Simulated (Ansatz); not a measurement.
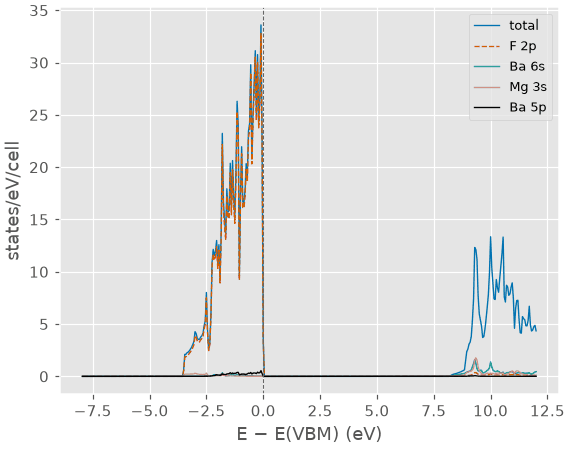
Figure: Total and projected density of states of BaMgF4 in space group Cmcm (No. 63; Pearson symbol oS24), r²SCAN (plane waves, PAW; program Ansatz)

Q: Which orbitals carry the states next to the gap?

A: Top 1 eV of the valence band: F 2p 98 %. Bottom 1 eV of the conduction band: Ba 6s 23 %, Mg 3s 16 %, F 2s 7 %, outside the projected shells 49 %. Projections are on Löwdin-orthogonalised atomic valence shells; empty p or d shells of many metals are not among them.

The first step of the workflow began from a Materials Project structure, measured or hypothetical; the Crystallography Open Database copy checked does not list it. COD files the formula under space group No. 36, so this cell is another polymorph or a model. Whether it is the stable phase at ambient conditions was not checked. The cell was relaxed with r²SCAN under the symmetry of its start; its stability against distortions is not shown here. Scalar-relativistic: spin–orbit coupling is off unless named, which matters more the heavier the elements.

Potentials: the earlier of the program's two PAW sets.
